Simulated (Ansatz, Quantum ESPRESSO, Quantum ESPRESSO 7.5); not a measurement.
**Work-function anisotropy of Sr**

Aim: the work function of the low-index faces of Sr, their order, and how far the functional matters.

Calculated with Quantum ESPRESSO 7.5; plane-wave DFT, PBE, GBRV ultrasoft pseudopotentials (geometry and cross-check by Ansatz 0.2.0 with PAW datasets; geometry under PBE).

Experimental background.

For Sr (polycrystalline sample, no single face), “Anisotropic work function of elemental crystals” (2019, arxiv:1902.07811) quotes earlier work: work function, loosely compared (polycrystalline sample, no single face) 2.59 eV.

### Step 1. The structure

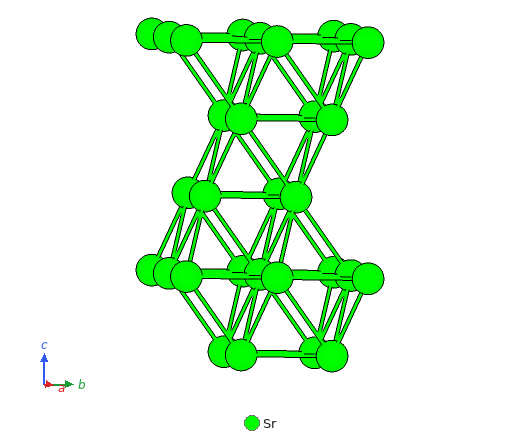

Start, viewed from the side, with the c axis up; strontium green. 2×2×1 cells are drawn. Some periodic images of atoms are drawn too.

The cell holds 5 atoms: 5 Sr. Cell: a = 4.299 Å, b = 4.299 Å, c = 30.041 Å, α = 90.0°, β = 90.0°, γ = 60.0°. It derives from Sr. Vacuum lies along c.

### Step 2. Relaxation with Ansatz of (111)

A relaxation in Ansatz fixes the structure of this slab for the runs on it.

input.yaml reads:

```yaml
crystal:
  lattice:
    - [4.2992092296, 0.0, 0.0]
    - [2.1496046148, 3.723224409, 0.0]
    - [0.0, 0.0, 30.0411585467]
  atoms:
    - { symbol: Sr, position: [0.6666666667, 0.6666666667, 0.2663013142] }
    - { symbol: Sr, position: [0.0, 0.0, 0.3831506571] }
    - { symbol: Sr, position: [0.3333333333, 0.3333333333, 0.5] }
    - { symbol: Sr, position: [0.6666666667, 0.6666666667, 0.6168493429] }
    - { symbol: Sr, position: [0.0, 0.0, 0.7336986858] }
kpoints:
  mp_grid: { grid: [6, 6, 1] }
hamiltonian:
  xc: pbe
scf:
  occupations: { method: fermi_dirac, width: 0.1 }
  convergence: { dr2_threshold: 1.0e-08 }
efield:
  axis: 3
  dipole_correction: true
  ramp_position: 0.97
  ramp_width: 0.04
relax:
  f_tol: 0.01
  constraints: [{ sites: [2] }]
output:
  write_potential: true
  write_density: true
  volumetric_format: npy
```

Run with:

```sh
$ ansatz run input.yaml --threads 4 --pin off --max-ram 8192MiB --backend cpu --events-out ev --progress --plain --runs-dir out
```

Numbers of over 12 decimals in the logs are rounded to 6 here.

What it wrote:

```text
Engine: ansatz 0.2.0, aarch64-unknown-linux-gnu
Pseudopotentials: kind: paw
Pseudopotential: Sr, paw, valence charge 10, recommended cutoff 420 eV (normal), Sr.paw.azcp
Functional definition: PBE
  parameter kappa = 0.804
  parameter beta = 0.066725
  exchange = pbe_x(kappa = kappa, mu = beta*pi^2/3)
  correlation = pbe_c(beta = beta)
Crystal: 5 atoms, lattice volume = 480.866 Å³
Basis set: ecut = 420 eV, 9323 PW (Γ), exchange–correlation on 60×60×432 points (8 copies of the dense FFT grid, shifted against one another)
Bands: 30, of which v1, the nominal top of the filled ones, is band 25 counted from 1 (24 counted from 0)
Symmetry: 6 space group operations
k-points: 7 of 36 (time reversal used)
Non-local potential: Sr, projectors of the file, l = 0: 3, l = 1: 2, l = 2: 2
PAW form: soft (Blöchl's): semilocal exchange-correlation on the pseudo side does not see the compensation charge
PAW one-centre angular grid: Sr, 110 points (default); XC on 64 Gauss nodes
Initial density: superposition of atomic densities (neutral atoms: chi_scale 0, normalization atom), corrected by the library's trained network
Initial wavefunctions: pseudopotential atomic-orbital guess
Functional: x = pbe(κ = 0.804, μ = 0.219515), c = pbe(β = 0.066725)
SCF iter   1: F=—  HF=-17720.567482 eV  |F-HF|=—  |Δ(HF+E_count)|=         —  Δρ=2.70e-3  dr2=2.35e0  ethr=1.77e-3  p=0.002 e·Å  D=6.63e-4 V/Å  ΔV_dip=-0.02 eV  dr2_dipole=4.86e-3  V_vac-E_F(+/−)=2.58/2.60 eV  ⟨swp⟩=15.1  Hψ=2945  notcnv=0
efield: sawtooth ramp at fractional position 0.9700 (set: `efield.ramp_position`, or a place that a band, a saddle search or an elastic batch's reference lends), width 0.0400; the density the first Hamiltonian is built on has a dipole p = 0.002 e·Å; the dipole correction subtracts the counter field D = 6.63e-4 V/Å, which shifts the + side's vacuum level by -0.02 eV against the − side's; the planar-averaged density in the ramp window peaks in size at 3.7e-5 e/Å³
automatic band count: the SCF goes on with 35 bands, as 30 were too few: the levels above may hold too much charge
preconditioner: auto → LDOS  [metal: Δε(μ)=0.054 eV  Ē_g=2.212 eV  σ=0.100 eV  W_gap=0.13  n_scr=58 (ndim 8)  ℏωp=5.4 eV  f_vac=0.361  D(μ)=7.99/eV (n_scr^D=34)  β→1.0]
SCF iter   2: F=—  HF=-17720.506120 eV  |F-HF|=—  |Δ(HF+E_count)|=   6.14e-2  Δρ=8.34e-4  dr2=1.41e-2  ethr=1.77e-3  p=0.001 e·Å  D=2.32e-4 V/Å  ΔV_dip=-0.01 eV  dr2_dipole=6.86e-5  V_vac-E_F(+/−)=2.71/2.71 eV  ⟨swp⟩=1.9  Hψ=312  notcnv=0
SCF iter   3: F=—  HF=-17720.507300 eV  |F-HF|=—  |Δ(HF+E_count)|=   1.18e-3  Δρ=3.88e-4  dr2=4.75e-3  ethr=2.82e-5  p=0.000 e·Å  D=7.91e-5 V/Å  ΔV_dip=-0.00 eV  dr2_dipole=2.13e-6  V_vac-E_F(+/−)=2.71/2.71 eV  ⟨swp⟩=2.4  Hψ=426  notcnv=0
SCF iter   4: F=—  HF=-17720.507246 eV  |F-HF|=—  |Δ(HF+E_count)|=   5.42e-5  Δρ=9.97e-5  dr2=3.63e-4  ethr=9.50e-6  p=0.000 e·Å  D=4.75e-5 V/Å  ΔV_dip=-0.00 eV  dr2_dipole=1.19e-6  V_vac-E_F(+/−)=2.71/2.71 eV  ⟨swp⟩=1.1  Hψ=266  notcnv=0
SCF iter   5: F=—  HF=-17720.507251 eV  |F-HF|=—  |Δ(HF+E_count)|=   5.54e-6  Δρ=3.22e-5  dr2=1.04e-5  ethr=7.25e-7  p=0.000 e·Å  D=2.60e-5 V/Å  ΔV_dip=-0.00 eV  dr2_dipole=7.60e-8  V_vac-E_F(+/−)=2.71/2.71 eV  ⟨swp⟩=2.1  Hψ=320  notcnv=0
SCF iter   6: F=—  HF=-17720.507235 eV  |F-HF|=—  |Δ(HF+E_count)|=   1.64e-5  Δρ=1.37e-5  dr2=2.35e-6  ethr=2.08e-8  p=0.000 e·Å  D=1.49e-5 V/Å  ΔV_dip=-0.00 eV  dr2_dipole=3.83e-10  V_vac-E_F(+/−)=2.71/2.71 eV  ⟨swp⟩=2.6  Hψ=423  notcnv=0
SCF iter   7: F=—  HF=-17720.506948 eV  |F-HF|=—  |Δ(HF+E_count)|=   2.87e-4  Δρ=2.72e-6  dr2=8.13e-8  ethr=4.71e-9  p=0.000 e·Å  D=1.17e-5 V/Å  ΔV_dip=-0.00 eV  dr2_dipole=1.19e-10  V_vac-E_F(+/−)=2.71/2.71 eV  ⟨swp⟩=2.0  Hψ=371  notcnv=0
SCF iter   8: F=-17720.506948 eV  HF=-17720.506948 eV  |F-HF|=1.92e-9  |Δ(HF+E_count)|=   1.69e-8  Δρ=8.54e-7  dr2=7.84e-9  ethr=2.00e-11  p=0.000 e·Å  D=1.03e-5 V/Å  ΔV_dip=-0.00 eV  dr2_dipole=9.91e-11  V_vac-E_F(+/−)=2.71/2.71 eV  ⟨swp⟩=11.0  Hψ=1838  notcnv=0
SCF 1 converged in 8 iterations: F = -17720.506948 eV  dr2 = 7.84e-9
  greatest PAW one-centre occupation: 0.988 electrons in one spin orbital (limit 2), on the Sr atom at site 4 (counted from 0), in its partial waves of l = 0
relax step   1: F+E_penalty+E_count = -17720.50694756 eV  Δ(F+E_penalty+E_count) = +0.000e0 eV  max|allowed force component| = 6.817e-2 eV/Å  Δτ_max = 0.0000 Å  (8 SCF iters, accepted)
Bands: 35, of which v1, the nominal top of the filled ones, is band 25 counted from 1 (24 counted from 0)
Initial density: handed on by an earlier stage of this run
Initial wavefunctions: those handed on with the density
iter 1 solved again at ethr=8.68e-5 eV; its pass at ethr=3.10e-3 eV (dr2=4.34e-2 eV) is discarded
SCF iter   1: F=—  HF=-17720.512984 eV  |F-HF|=—  |Δ(HF+E_count)|=         —  Δρ=5.12e-4  dr2=2.35e-2  ethr=8.68e-5  p=0.000 e·Å  D=1.03e-5 V/Å  ΔV_dip=-0.00 eV  dr2_dipole=9.12e-12  V_vac-E_F(+/−)=2.72/2.72 eV  ⟨swp⟩=2.0  Hψ=816  notcnv=0
efield: sawtooth ramp at fractional position 0.9700 (set: `efield.ramp_position`, or a place that a band, a saddle search or an elastic batch's reference lends), width 0.0400; the density the first Hamiltonian is built on has a dipole p = 0.000 e·Å; the dipole correction subtracts the counter field D = 1.03e-5 V/Å, which shifts the + side's vacuum level by -0.00 eV against the − side's; the planar-averaged density in the ramp window peaks in size at 6.8e-6 e/Å³
preconditioner: auto → LDOS  [metal: Δε(μ)=0.028 eV  Ē_g=2.177 eV  σ=0.100 eV  W_gap=0.07  n_scr=58 (ndim 8)  ℏωp=5.4 eV  f_vac=0.367  D(μ)=7.58/eV (n_scr^D=22)  β→1.0]
SCF iter   2: F=—  HF=-17720.511876 eV  |F-HF|=—  |Δ(HF+E_count)|=   1.11e-3  Δρ=1.63e-4  dr2=7.43e-4  ethr=4.70e-5  p=0.000 e·Å  D=1.14e-5 V/Å  ΔV_dip=-0.00 eV  dr2_dipole=3.60e-8  V_vac-E_F(+/−)=2.69/2.69 eV  ⟨swp⟩=1.4  Hψ=253  notcnv=0
SCF iter   3: F=—  HF=-17720.511952 eV  |F-HF|=—  |Δ(HF+E_count)|=   7.68e-5  Δρ=6.23e-5  dr2=6.11e-5  ethr=1.49e-6  p=0.000 e·Å  D=8.74e-6 V/Å  ΔV_dip=-0.00 eV  dr2_dipole=5.32e-8  V_vac-E_F(+/−)=2.70/2.70 eV  ⟨swp⟩=2.0  Hψ=395  notcnv=0
SCF iter   4: F=—  HF=-17720.511944 eV  |F-HF|=—  |Δ(HF+E_count)|=   8.02e-6  Δρ=2.42e-5  dr2=9.27e-6  ethr=1.22e-7  p=0.000 e·Å  D=9.31e-6 V/Å  ΔV_dip=-0.00 eV  dr2_dipole=7.96e-11  V_vac-E_F(+/−)=2.70/2.70 eV  ⟨swp⟩=2.0  Hψ=419  notcnv=0
SCF iter   5: F=—  HF=-17720.511651 eV  |F-HF|=—  |Δ(HF+E_count)|=   2.93e-4  Δρ=5.31e-6  dr2=3.73e-7  ethr=1.85e-8  p=0.000 e·Å  D=8.63e-6 V/Å  ΔV_dip=-0.00 eV  dr2_dipole=1.18e-9  V_vac-E_F(+/−)=2.70/2.70 eV  ⟨swp⟩=2.0  Hψ=400  notcnv=0
[...]
preconditioner: auto → LDOS  [metal: Δε(μ)=0.024 eV  Ē_g=2.184 eV  σ=0.100 eV  W_gap=0.06  n_scr=58 (ndim 8)  ℏωp=5.4 eV  f_vac=0.374  D(μ)=7.42/eV (n_scr^D=14)  β→1.0]
SCF iter   2: F=—  HF=-17720.515134 eV  |F-HF|=—  |Δ(HF+E_count)|=   1.13e-3  Δρ=2.01e-4  dr2=1.25e-3  ethr=6.57e-5  p=0.000 e·Å  D=6.59e-6 V/Å  ΔV_dip=-0.00 eV  dr2_dipole=8.80e-8  V_vac-E_F(+/−)=2.66/2.66 eV  ⟨swp⟩=2.0  Hψ=310  notcnv=0
SCF iter   3: F=—  HF=-17720.515284 eV  |F-HF|=—  |Δ(HF+E_count)|=   1.50e-4  Δρ=8.95e-5  dr2=1.29e-4  ethr=2.50e-6  p=0.000 e·Å  D=4.63e-6 V/Å  ΔV_dip=-0.00 eV  dr2_dipole=1.41e-8  V_vac-E_F(+/−)=2.68/2.68 eV  ⟨swp⟩=2.6  Hψ=393  notcnv=0
SCF iter   4: F=—  HF=-17720.515288 eV  |F-HF|=—  |Δ(HF+E_count)|=   4.25e-6  Δρ=3.24e-5  dr2=1.71e-5  ethr=2.59e-7  p=0.000 e·Å  D=5.99e-6 V/Å  ΔV_dip=-0.00 eV  dr2_dipole=1.29e-9  V_vac-E_F(+/−)=2.68/2.68 eV  ⟨swp⟩=2.0  Hψ=395  notcnv=0
SCF iter   5: F=—  HF=-17720.515258 eV  |F-HF|=—  |Δ(HF+E_count)|=   3.03e-5  Δρ=6.76e-6  dr2=9.36e-7  ethr=3.42e-8  p=0.000 e·Å  D=7.68e-6 V/Å  ΔV_dip=-0.00 eV  dr2_dipole=4.05e-10  V_vac-E_F(+/−)=2.68/2.68 eV  ⟨swp⟩=2.0  Hψ=419  notcnv=0
SCF iter   6: F=—  HF=-17720.514958 eV  |F-HF|=—  |Δ(HF+E_count)|=   3.00e-4  Δρ=1.50e-6  dr2=4.19e-8  ethr=1.87e-9  p=0.000 e·Å  D=7.80e-6 V/Å  ΔV_dip=-0.00 eV  dr2_dipole=7.31e-11  V_vac-E_F(+/−)=2.69/2.69 eV  ⟨swp⟩=2.0  Hψ=299  notcnv=0
SCF iter   7: F=-17720.514958 eV  HF=-17720.514958 eV  |F-HF|=2.66e-9  |Δ(HF+E_count)|=   2.42e-8  Δρ=3.91e-7  dr2=2.20e-9  ethr=2.00e-11  p=0.000 e·Å  D=7.64e-6 V/Å  ΔV_dip=-0.00 eV  dr2_dipole=1.75e-11  V_vac-E_F(+/−)=2.69/2.69 eV  ⟨swp⟩=10.9  Hψ=1808  notcnv=0
SCF 3 converged in 7 iterations: F = -17720.514958 eV  dr2 = 2.20e-9
relax step   3: F+E_penalty+E_count = -17720.51495800 eV  Δ(F+E_penalty+E_count) = -3.307e-3 eV  max|allowed force component| = 1.278e-2 eV/Å  Δτ_max = 0.0628 Å  (7 SCF iters, accepted)
SCF iter   1: F=—  HF=-17720.515754 eV  |F-HF|=—  |Δ(HF+E_count)|=         —  Δρ=3.84e-4  dr2=2.63e-2  ethr=2.34e-4  p=0.000 e·Å  D=7.65e-6 V/Å  ΔV_dip=-0.00 eV  dr2_dipole=4.46e-8  V_vac-E_F(+/−)=2.69/2.69 eV  ⟨swp⟩=5.0  Hψ=609  notcnv=0
efield: sawtooth ramp at fractional position 0.9700 (set: `efield.ramp_position`, or a place that a band, a saddle search or an elastic batch's reference lends), width 0.0400; the density the first Hamiltonian is built on has a dipole p = 0.000 e·Å; the dipole correction subtracts the counter field D = 7.65e-6 V/Å, which shifts the + side's vacuum level by -0.00 eV against the − side's; the planar-averaged density in the ramp window peaks in size at 5.4e-6 e/Å³
preconditioner: auto → LDOS  [metal: Δε(μ)=0.028 eV  Ē_g=2.185 eV  σ=0.100 eV  W_gap=0.07  n_scr=58 (ndim 8)  ℏωp=5.4 eV  f_vac=0.375  D(μ)=7.34/eV (n_scr^D=14)  β→1.0]
SCF iter   2: F=—  HF=-17720.515565 eV  |F-HF|=—  |Δ(HF+E_count)|=   1.89e-4  Δρ=1.47e-4  dr2=3.28e-3  ethr=5.26e-5  p=0.000 e·Å  D=4.83e-6 V/Å  ΔV_dip=-0.00 eV  dr2_dipole=4.97e-8  V_vac-E_F(+/−)=2.66/2.66 eV  ⟨swp⟩=1.3  Hψ=304  notcnv=0
SCF iter   3: F=—  HF=-17720.515576 eV  |F-HF|=—  |Δ(HF+E_count)|=   1.16e-5  Δρ=4.40e-5  dr2=4.27e-5  ethr=6.56e-6  p=0.000 e·Å  D=7.39e-6 V/Å  ΔV_dip=-0.00 eV  dr2_dipole=1.79e-8  V_vac-E_F(+/−)=2.67/2.67 eV  ⟨swp⟩=1.3  Hψ=247  notcnv=0
SCF iter   4: F=—  HF=-17720.515596 eV  |F-HF|=—  |Δ(HF+E_count)|=   1.97e-5  Δρ=2.08e-5  dr2=5.91e-6  ethr=8.54e-8  p=0.000 e·Å  D=7.27e-6 V/Å  ΔV_dip=-0.00 eV  dr2_dipole=7.58e-11  V_vac-E_F(+/−)=2.68/2.68 eV  ⟨swp⟩=2.9  Hψ=310  notcnv=0
SCF iter   5: F=—  HF=-17720.515288 eV  |F-HF|=—  |Δ(HF+E_count)|=   3.08e-4  Δρ=6.41e-6  dr2=1.88e-6  ethr=1.18e-8  p=0.000 e·Å  D=7.24e-6 V/Å  ΔV_dip=-0.00 eV  dr2_dipole=5.60e-10  V_vac-E_F(+/−)=2.68/2.68 eV  ⟨swp⟩=2.0  Hψ=396  notcnv=0
SCF iter   6: F=—  HF=-17720.515288 eV  |F-HF|=—  |Δ(HF+E_count)|=   1.65e-8  Δρ=1.73e-6  dr2=5.11e-8  ethr=3.76e-9  p=0.000 e·Å  D=7.50e-6 V/Å  ΔV_dip=-0.00 eV  dr2_dipole=1.91e-10  V_vac-E_F(+/−)=2.68/2.68 eV  ⟨swp⟩=1.3  Hψ=249  notcnv=0
SCF iter   7: F=-17720.515288 eV  HF=-17720.515288 eV  |F-HF|=3.07e-9  |Δ(HF+E_count)|=   4.27e-9  Δρ=5.77e-7  dr2=9.19e-9  ethr=2.00e-11  p=0.000 e·Å  D=7.41e-6 V/Å  ΔV_dip=-0.00 eV  dr2_dipole=1.07e-13  V_vac-E_F(+/−)=2.68/2.68 eV  ⟨swp⟩=11.0  Hψ=1786  notcnv=0
SCF 4 converged in 7 iterations: F = -17720.515288 eV  dr2 = 9.19e-9
relax step   4: F+E_penalty+E_count = -17720.51528805 eV  Δ(F+E_penalty+E_count) = -3.300e-4 eV  max|allowed force component| = 1.982e-3 eV/Å  Δτ_max = 0.0348 Å  (7 SCF iters, accepted)
NSCF: frozen V_eff on 7 k-points
the band table was solved once a step of the walk had ended and its energy, with any forces and stress, was formed, with the checks that follow a solve (1365 applications of the Hamiltonian). They found nothing against the state; the energy, forces and stress were not computed again (output.eigenvalues in the input reference)
WARN: The output density's exchange-correlation potential varies sharply where the density is thin. Do not read a vacuum level from v_tot or v_xc, or from such a field of the output density. On a cell that repeats whose density bears no net charge and no dipole along the vacuum's axis use v_es (v_loc + v_h of the components); under efield.dipole_correction with no amplitude use v_es + v_field, which holds any externa [...]
SCF converged after 7 iterations
Free energy (F): -17720.515288 eV
Harris-Foulkes:  -17720.515288 eV  (|F-HF|=3.07e-9)
Internal energy: -17720.270575 eV  (E = F + TS)
E sigma→0 (E₀):  -17720.392932 eV
Entropy (-TS):   -0.244713 eV (-48.943 meV/atom)
Fermi energy:    1.842646 eV
Dipole field:    D = 0.000008 V/Å  (p = 0.000020 e·Å, saw-weighted, corrected)
Work function:   Φ+ = 2.6785 eV   Φ− = 2.6789 eV
Levels:          The Fermi level and band energies are counted from a zero that moves with the ramp; work functions are not
--- Per-component energies (eV) ---
  E_band       = -847.268775
  E_kinetic    = 1205.863466
  E_local      = -17284.839610  (includes V_loc(G=0)·N_el)
  E_nonlocal   = 1014.491000
  E_hartree    = 7607.794096
  E_xc         = -855.074505
  E_vxc        = -794.813437  (∫ρ·V_xc dr)
  E_paw        = -13473.597612  (= ΣΔE_a)
  E_vpaw       = -203.569840  (= ΣTr[D̂ρ^β])
  E_aug_tail   = -0.000006  (compensation charges beyond the density's cutoff)
  E_efield     = 0.000000  (sawtooth field / dipole correction)
  E_vefield    = -0.000116  (∫n·V_field dr)
  E_ewald      = 4065.092596
  E_smearing   = -0.244713  (= −TS)
  E_closure    = 0.000000  (closes the sum)
  Σ components = -17720.515288   (vs F -17720.515288, Δ=0.00e0)
--- Forces (eV/Å), atoms counted from 1 ---
  atom   1  Sr     0.00000000     0.00000000    -0.00041919
  atom   2  Sr     0.00000000    -0.00000000    -0.00198154
  atom   3  Sr    -0.00000000     0.00000000    -0.00000342
  atom   4  Sr     0.00000000     0.00000000     0.00198089
  atom   5  Sr     0.00000000    -0.00000000     0.00042271
  max |Σ_I F_I| component: 5.60e-7 eV/Å
--- Band table (eV; the first three rows and the last of 7) ---
  k-point 0: bands = [... 21 lower, -1.3743, -0.8491, -0.1812, 0.4566, 1.9645, 2.1685, 2.5302, 3.0133, ... 6 higher]
  k-point 1: bands = [... 21 lower, -1.0026, -0.4883, 0.1726, 0.8214, 1.9837, 2.2791, 2.6073, 2.9793, ... 6 higher]
  k-point 2: bands = [... 21 lower, -0.0314, 0.4161, 0.9957, 1.5920, 2.0072, 2.3154, 2.4522, 2.5400, ... 6 higher]
  k-point 6: bands = [... 21 lower, 1.6721, 1.6811, 1.8047, 1.8516, 1.8516, 2.0060, 2.1821, 2.1821, ... 6 higher]
--- Relaxed structure (4 steps of the walk, 4 accepted, 0 SCFs on fresh bases) ---
  F+E_penalty+E_count = -17720.51528805 eV   max|allowed force component| = 1.982e-3 eV/Å
  atoms:
    - { symbol: Sr, position: [0.666667, 0.666667, 0.271202] }
    - { symbol: Sr, position: [0, 0, 0.384531] }
    - { symbol: Sr, position: [0.333333, 0.333333, 0.500000] }
    - { symbol: Sr, position: [0.666667, 0.666667, 0.615469] }
    - { symbol: Sr, position: [0, 0, 0.728798] }
```

It took 12 s on 4 threads of Arm Neoverse V1, shared host; peak memory 0.7 GiB; 47 s of CPU time.

Relaxation path:

| step | energy less that of the first step (eV) | largest force component (eV/Å) |
| --- | --- | --- |
| 1 | 0.0000 | 0.0682 |
| 2 | -0.0047 | 0.0463 |
| 3 | -0.0080 | 0.0128 |
| 4 | -0.0083 | 0.0020 |

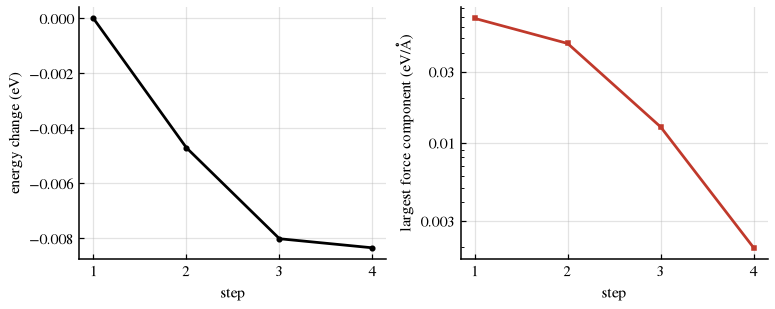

Energy and largest force along the relaxation.

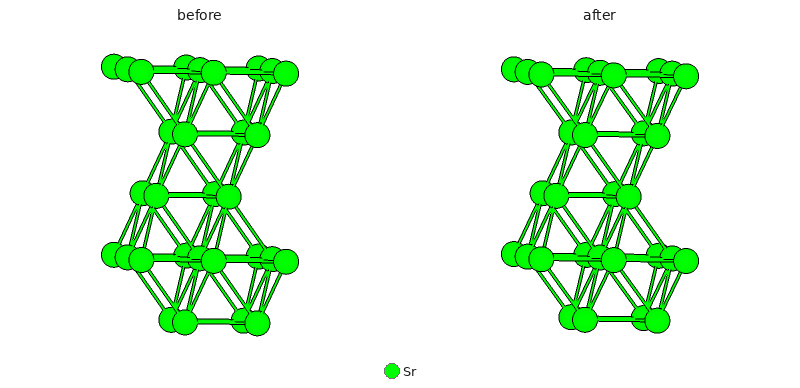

The structure before and after the relaxation, drawn at the same scale.

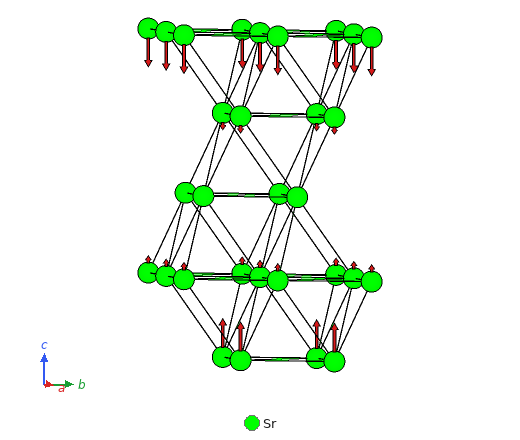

Displacements in the relaxation, exaggerated; the longest in the cell stands for 0.15 Å. 2×2×1 cells are drawn. Some periodic images of atoms are drawn too.

The atoms that moved most (Å):

| atom | dx | dy | dz | length |
| --- | --- | --- | --- | --- |
| Sr5 | 0.000 | 0.000 | -0.147 | 0.147 |
| Sr1 | 0.000 | 0.000 | 0.147 | 0.147 |
| Sr4 | 0.000 | 0.000 | -0.041 | 0.041 |
| Sr2 | 0.000 | 0.000 | 0.041 | 0.041 |

The relaxed structure:

```xyz
5
Lattice="4.2992 0.0000 0.0000 2.1496 3.7232 0.0000 0.0000 0.0000 30.0412" Properties=species:S:1:pos:R:3
Sr    4.2992    2.4821    8.1472
Sr    0.0000    0.0000   11.5518
Sr    2.1496    1.2411   15.0206
Sr    4.2992    2.4821   18.4894
Sr    0.0000    0.0000   21.8939
```

The relaxation lowers the energy by 2 meV an atom. Held were the atoms numbered 3; the forces quoted are those on the free ones.

This step gave:

* free energy: -17720.5153 eV
* energy at zero smearing: -17720.3929 eV
* smearing term TS: 0.2447 eV
* Fermi energy: 1.843 eV
* gap by band count: 7.20e-7 eV
* symmetry operations: 6
* work function of the upper face: 2.679 eV
* work function of the lower face: 2.679 eV
* dipole along the normal: 2.05e-5 e·Å

(Part 1 of 6 ends here.)

[Logs are printed without paths, hosts, clocks, repeated set-up lines and the standing remarks that a program may print on its own settings, such as how far it seeks lower states.]

[Hosts, paths, dates, database ids (printed as entryN), source tags and the programs' standing remarks are cut or masked in the printed files.]

[Maps of the electrostatic potential energy from Ansatz leave out the sawtooth potential of an applied field or a dipole correction, so their vacuum need not be flat; planar profiles and work functions include it.]
